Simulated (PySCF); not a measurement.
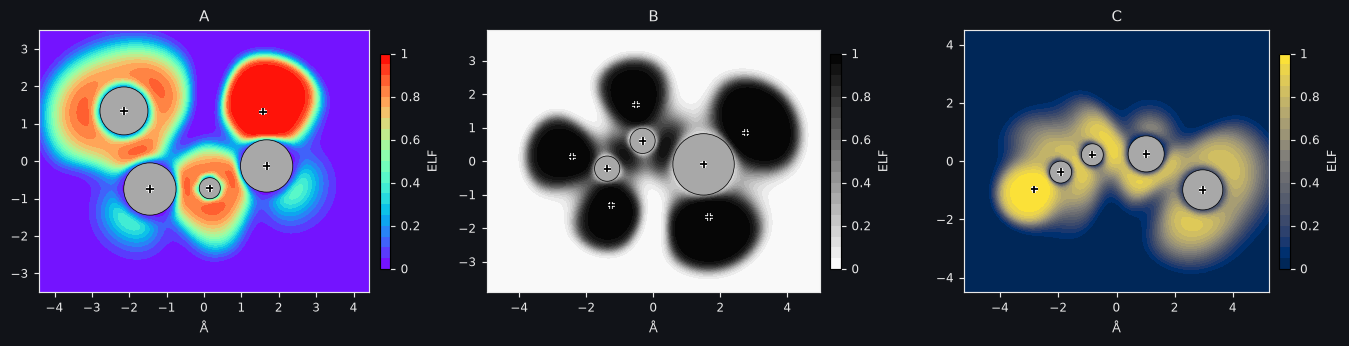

The ELF of 3 systems, each on a plane through atoms (crosses mark nuclei in the plane; grey discs cover the cores).

The calculation used DFT single point, gas phase, functional wB97X in PySCF 2.14.0, density-fitted response routines.

System 1: BrH5OSi2, the plane of atoms Si1, O2 and Si3. Geometry: GFN2-xTB.

```xyz
9

Si   -1.5739    0.0920    0.4619
O    -0.0185    0.4093    0.0843
Si    1.5157    0.1476   -0.2991
Br    1.8195   -2.0307   -0.3816
H    -1.7267   -1.3579    0.5034
H    -1.7530    0.7273    1.7629
H    -2.3305    0.7211   -0.6152
H     2.3461    0.6472    0.7789
H     1.7485    0.6560   -1.6367
```

System 2: C3H5PSe (charge −1, doublet), the plane of atoms C2, P3 and Se5. Geometry: PBE0-D3(BJ)/ma-def2-SVP.

```yaml
atoms:
  - { symbol: C, position_ang: [2.5643, -0.5740, 0.3229] }
  - { symbol: C, position_ang: [1.4275, -0.1184, 0.5280] }
  - { symbol: P, position_ang: [-0.0970, 0.7810, -0.0114] }
  - { symbol: C, position_ang: [-1.3355, -0.4859, 0.5067] }
  - { symbol: Se, position_ang: [-1.1694, 1.8981, -1.7159] }
  - { symbol: H, position_ang: [3.5457, -0.9331, 0.0703] }
  - { symbol: H, position_ang: [-0.1361, 1.6721, 1.0954] }
  - { symbol: H, position_ang: [-1.3486, -1.2697, -0.2654] }
  - { symbol: H, position_ang: [-1.0834, -0.9284, 1.4815] }
  - { symbol: H, position_ang: [-2.3241, -0.0086, 0.5279] }
```

System 3: C2H5Ga (SMILES C=[CH][GaH2]), the molecular plane. Geometry: PBE0-D3(BJ)/def2-SVP.

```yaml
atoms:
  - { symbol: C, position_ang: [1.2953, 0.2199, -0.4881] }
  - { symbol: C, position_ang: [0.4311, -0.4424, 0.2965] }
  - { symbol: Ga, position_ang: [-1.4650, 0.0181, 0.3053] }
  - { symbol: H, position_ang: [0.9712, 1.0350, -1.1472] }
  - { symbol: H, position_ang: [2.3678, -0.0134, -0.5162] }
  - { symbol: H, position_ang: [0.8305, -1.2459, 0.9292] }
  - { symbol: H, position_ang: [-1.9171, 1.1872, -0.6461] }
  - { symbol: H, position_ang: [-2.4955, -0.7398, 1.2175] }
```

**Match each panel to its system.**

Panel A is system 1, BrH5OSi2: the plane holds Si, O, Br and H. Si–O (1.60 Å): the ELF peaks at about 0.85 between the atoms (a polar covalent bond). Panel B is system 3, C2H5Ga: the plane holds C, Ga and H. C–C (1.34 Å): the ELF peaks at about 0.90 between the atoms: a multiple bond. Panel C is system 2, C3H5PSe: the plane holds C, P, Se and H. C–C (1.24 Å): the ELF peaks at about 0.85 between the atoms: a multiple bond.
